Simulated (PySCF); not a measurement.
**Excited-state calculation, with input and output: CH10Si3**

CH10Si3, computed with TDDFT PBE0/def2-SVPD, vertical, IEF-PCM methanol (non-equilibrium linear response), core orbitals frozen in the response (PySCF 2.14.0).

The geometry comes from this level: PBE0-D3(BJ)/def2-SVP. It belongs to a series of runs on one base structure; here: solvent methanol.

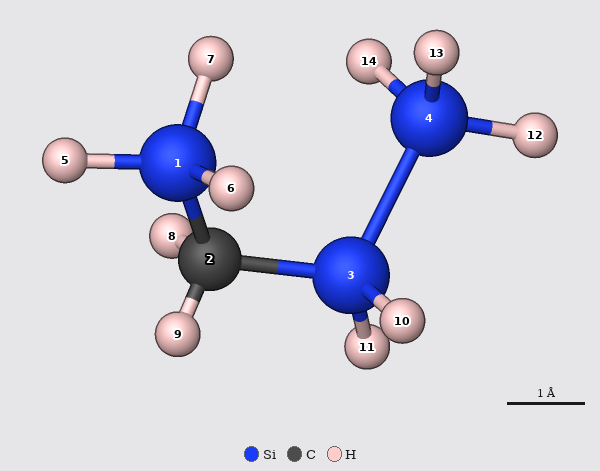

*The structure as given in the input (ball-and-stick view, seen at a tilt; atoms are numbered from 1 in the order of the input).*

Bond lengths as drawn: C–H 1.10 Å, C–Si 1.88 to 1.89 Å, H–Si 1.50 Å and Si–Si 2.35 Å.

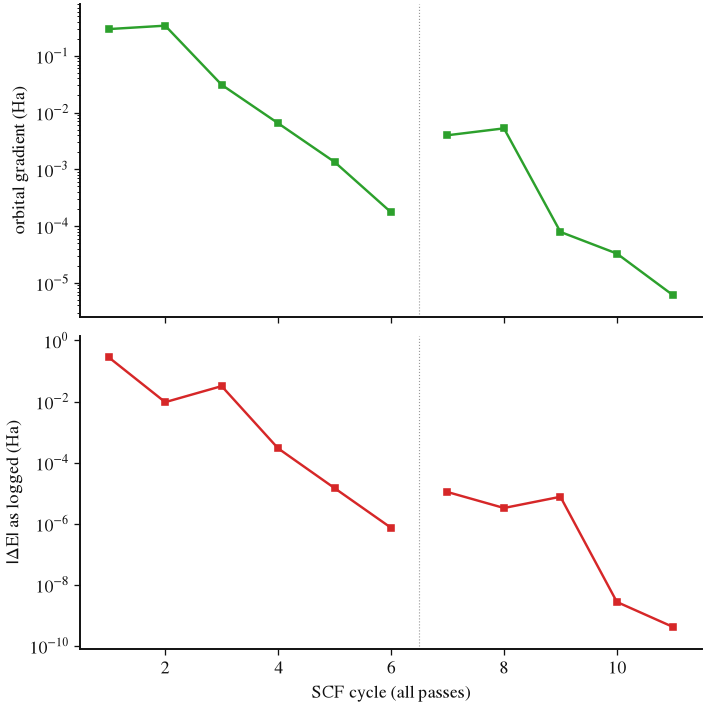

*Convergence of the self-consistent field: orbital gradient and size of the energy change against the SCF cycle. The dotted line marks the change from a coarse to the final integration grid.*

The first 6 cycles use a coarse grid, the final grid takes over at cycle 7, and the field converges after 11 cycles in all.

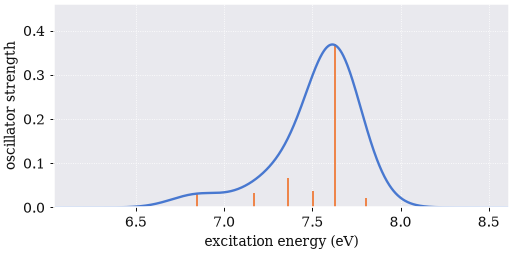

*Computed excitations as sticks (degenerate states added up, dark ones marked on the axis), with a Gaussian envelope of 0.35 eV full width at half maximum, scaled to the tallest.*

Of the 6 states the lowest lies at 6.85 eV (f = 0.033); the strongest line is at 7.63 eV, or 163 nm (f = 0.369).

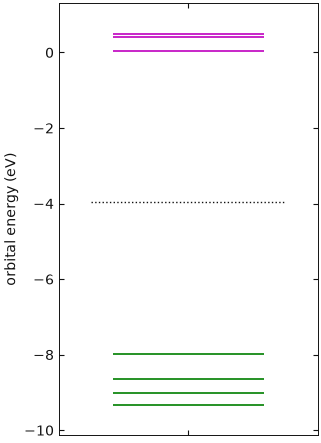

*Orbital energies near the frontier; the dotted line parts filled from empty levels, and levels within 0.02 eV of each other stand side by side.*

Highest filled −7.97 eV, lowest empty 0.03 eV, 8.00 eV apart.

The input that produced these results follows, with the program's output.

Input file
```
{"job": {"kind": "uv", "xc": "PBE0", "basis": "def2-SVPD", "solvent": "methanol", "nstates": 6, "ntriplets": 0}, "charge": 0, "multiplicity": 1}
Si    -1.863871     0.275891     0.677441
C     -1.181848    -0.121177    -1.030809
Si     0.524554    -0.930859    -1.038964
Si     2.086805     0.343264     0.168446
H     -3.250131     0.829527     0.589972
H     -1.892783    -0.953850     1.527809
H     -0.990274     1.288545     1.348031
H     -1.125365     0.815578    -1.611745
H     -1.887973    -0.784349    -1.559390
H      0.443136    -2.293329    -0.422419
H      1.014957    -1.093732    -2.445053
H      3.470905    -0.166789    -0.081213
H      1.812974     0.272975     1.637264
H      2.023916     1.777372    -0.256673
```

The first line tells a small driver script what to run in PySCF; the rest is the geometry in Å.

Command:
```bash
OMP_NUM_THREADS=1 python <driver script> task.json out
```

What the program printed
```
coarse grid: 12160 points
cycle   1  E = -911.7349002752  dE = -2.801e-01  |g| = 2.947e-01  |ddm| = 3.802e+00
cycle   2  E = -911.7253849530  dE =  9.515e-03  |g| = 3.386e-01  |ddm| = 8.382e-01
cycle   3  E = -911.7572895362  dE = -3.190e-02  |g| = 3.079e-02  |ddm| = 4.259e-01
cycle   4  E = -911.7575813231  dE = -2.918e-04  |g| = 6.478e-03  |ddm| = 7.498e-02
cycle   5  E = -911.7575958590  dE = -1.454e-05  |g| = 1.347e-03  |ddm| = 1.598e-02
cycle   6  E = -911.7575965904  dE = -7.314e-07  |g| = 1.753e-04  |ddm| = 3.989e-03
final grid: 100712 points
cycle   7  E = -911.8704530359  dE = -1.085e-05  |g| = 3.980e-03  |ddm| = 4.218e-02
cycle   8  E = -911.8704497805  dE =  3.255e-06  |g| = 5.264e-03  |ddm| = 1.022e-02
cycle   9  E = -911.8704573715  dE = -7.591e-06  |g| = 7.899e-05  |ddm| = 5.885e-03
cycle  10  E = -911.8704573742  dE = -2.725e-09  |g| = 3.285e-05  |ddm| = 3.026e-04
cycle  11  E = -911.8704573747  dE = -4.093e-10  |g| = 6.009e-06  |ddm| = 8.571e-05
converged SCF energy = -911.8704573747

Static polarisability (au): isotropic 139.515, principal 125.860 142.317 150.370

Singlet excitations
state   eV       nm        f      main configurations
  1   6.8465    181.1   0.03280   H->L 0.95
  2   7.1722    172.9   0.03164   H->L+1 0.92
  3   7.3605    168.4   0.06706   H->L+2 0.88
  4   7.5033    165.2   0.03834   H-1->L 0.95
  5   7.6289    162.5   0.36881   H->L+3 0.87
  6   7.8028    158.9   0.02084   H-2->L 0.56, H->L+4 0.18, H->L+5 0.09
```

Key numbers

```json
{"quantity": "outcome", "value": "converged"}
{"quantity": "total energy", "value": "−911.870457 hartree"}
{"quantity": "HOMO", "value": "−7.97 eV"}
{"quantity": "LUMO", "value": "0.03 eV"}
{"quantity": "dipole moment", "value": "1.36 D"}
{"quantity": "mean polarisability", "value": "139.52 a.u."}
{"quantity": "lowest excitation", "value": "6.85 eV"}
{"quantity": "hardware", "value": "1 CPU thread, shared host"}
{"quantity": "wall time", "value": "17 s"}
{"quantity": "peak memory", "value": "0.82 GiB"}
```
